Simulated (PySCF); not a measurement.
# CH3Cl3Sn, SMILES `C[Sn](Cl)(Cl)Cl`: electronic structure

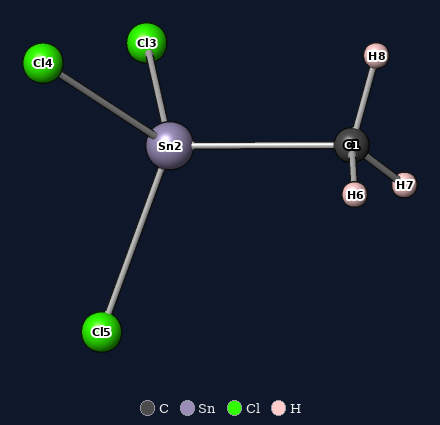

The molecule, with its atoms numbered as below. No frequency check shows the geometry to be a minimum.

Coordinates in Å:

```
C1       0.0057   -0.0024    2.4388
Sn2      0.0005    0.0000    0.2206
Cl3     -1.2197    1.7722   -0.6630
Cl4     -0.9277   -1.9401   -0.6651
Cl5      2.1427    0.1688   -0.6692
H6       0.5923   -0.8499    2.7632
H7       0.4523    0.9292    2.7641
H8      -1.0248   -0.0812    2.7662
```

### 1. Bonding charge

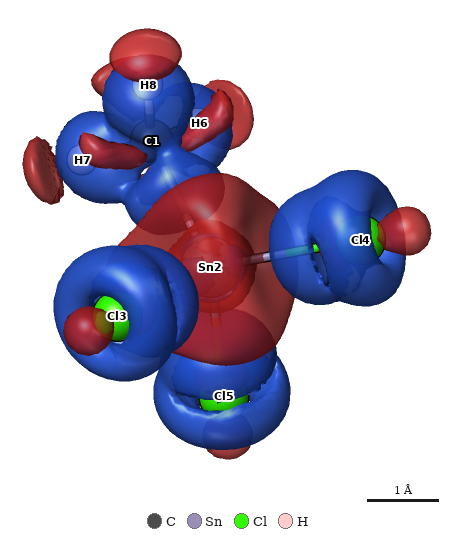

Deformation density (molecule less spherical, spin-averaged free atoms at the same positions), surfaces at ±0.04 e/Å³; blue: gain, red: loss.

PySCF calculation, ωB97X/def2-TZVP, gas phase; geometry: GFN2-xTB. Core potentials replace the inner electrons of Sn; spin–orbit coupling isn't included.

**How much density has each bond gained at its critical point, relative to the free atoms?**

C1–H6, C1–H7 and C1–H8: +0.75 e/Å³ at the bond critical point (bond length 1.08 Å, Mayer order 0.9). C1–Sn2: +0.18 e/Å³ at the bond critical point (bond length 2.22 Å, Mayer order 0.9). Sn2–Cl5, Sn2–Cl4 and Sn2–Cl3: +0.08 e/Å³ at the bond critical point (bond length 2.33 Å, Mayer order 1.0). In all, 1.9 electrons gather in the regions of gain relative to the promolecule. A small or negative value marks a very polar bond, one between electron-rich atoms, whose free-atom densities already overlap strongly, a long bond to a heavier atom, or a closed-shell contact such as a hydrogen bond.

### 2. Bond critical points

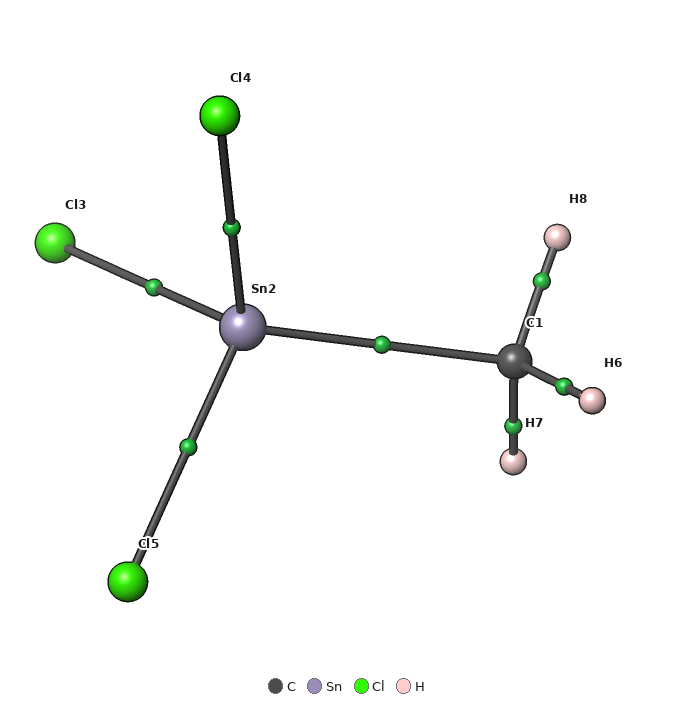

Molecular graph of the electron density (QTAIM): bond paths, bond critical points (green), ring points (magenta, if any); weak paths are dashed.

**How many critical points of each kind are there, and does the count close?**

8 nuclei, 7 bond, 0 ring and 0 cage critical points: 8 − 7 + 0 − 0 = 1, as the Poincaré–Hopf relation requires.

**Tabulate density, Laplacian, ellipticity and energy density at the bond critical points (atomic units).**

| bond | length (Å) | ρ (a.u.) | ∇²ρ (a.u.) | ε | H (a.u.) |
| --- | --- | --- | --- | --- | --- |
| C1–H6 (3 alike) | 1.080 | 0.283 | −0.98 | 0.01 | −0.289 |
| C1–Sn2 | 2.218 | 0.097 | +0.05 | 0.00 | −0.038 |
| Sn2–Cl5 (3 alike) | 2.326 | 0.091 | +0.18 | 0.01 | −0.032 |

**What kind of interaction is C1–Sn2?**

Polar or intermediate (positive Laplacian, negative energy density H): ρ = 0.097, ∇²ρ = +0.05, H = −0.038 a.u.

### 3. Electrostatic potential

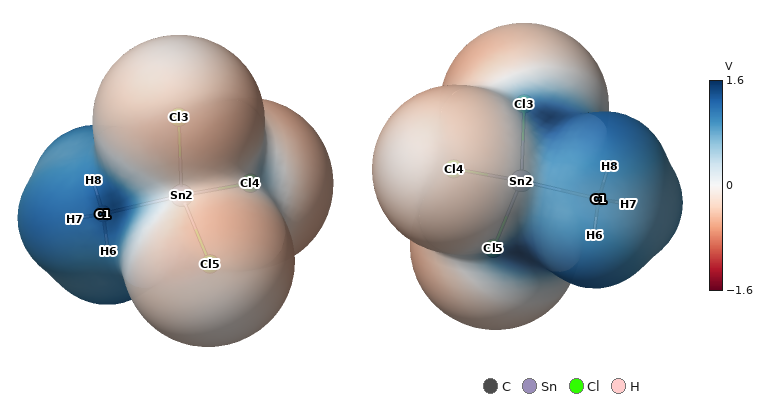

Electrostatic potential on the surface of electron density 0.001 a.u. (back view left, front view right).

**Where are the extremes of the potential on the surface?**

Highest: 1.55 V, 1.9 Å from H8. Further maxima include 0.70 V, 2.3 Å from Sn2; −0.05 V, 2.0 Å from Cl3. Lowest: −0.51 V, 2.1 Å from Cl3, and at like points elsewhere. The surface is sampled at points, so like sites can differ by a few per cent and only the strongest of them is named.

**What volume does the surface enclose, and what is the dipole moment?**

About 161 Å³; the dipole moment is 3.5 D.

### 4. In an electric field

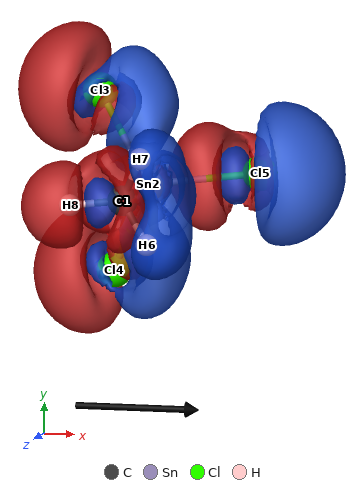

Change of the electron density in a uniform field of 0.21 V/Å along +x (arrow), surfaces at ±0.001 e/Å³ (red: gain, blue: loss).

Computed with PySCF, ωB97X/def2-TZVP, geometry: GFN2-xTB. Core potentials replace the inner electrons of Sn; spin–orbit coupling isn't included. A basis without diffuse functions makes polarisabilities too small.

**How large is the response?**

The induced dipole is 0.86 D (along the field); α along this axis, from the fields in both directions, is 85 bohr³ (12.6 Å³).

**Which atoms gain and lose the most charge?**

Electrons gather most on Cl3 (Hirshfeld charge changes by −0.014 e) and leave Cl5 most (+0.024 e); 0.072 electrons are displaced in all.

### 5. Removing or adding an electron

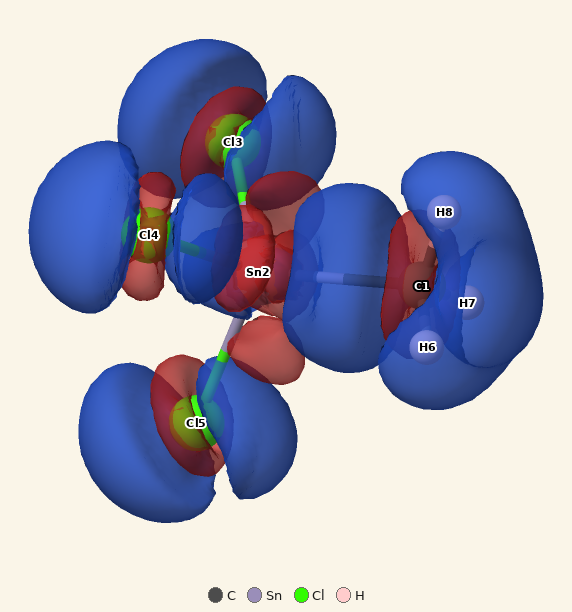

Fukui function f⁻ = ρ(N) − ρ(N−1) at fixed geometry, surfaces at ±0.01 e/Å³ (blue positive, red negative).

**On which atoms does the density change most on removal of an electron?**

f⁻ (Hirshfeld-condensed) is largest on Cl3, Cl4 and Cl5 (0.18 each), C1 (0.16) and Sn2 (0.11); the vertical ionisation energy is 11.19 eV (the stability of the cation's solution wasn't checked). Condensed values hint at sites of electrophilic attack but needn't mark the atom that reacts. Shares this close don't rank the sites. Orbital relaxation makes it negative in places (0.20 e in all).

The PySCF runs shown took 41 s, 78 s and 100 s on 1 thread of Intel(R) Xeon(R) Platinum 8259CL CPU @ 2.50GHz (Skylake/Cascade Lake), on a shared host.
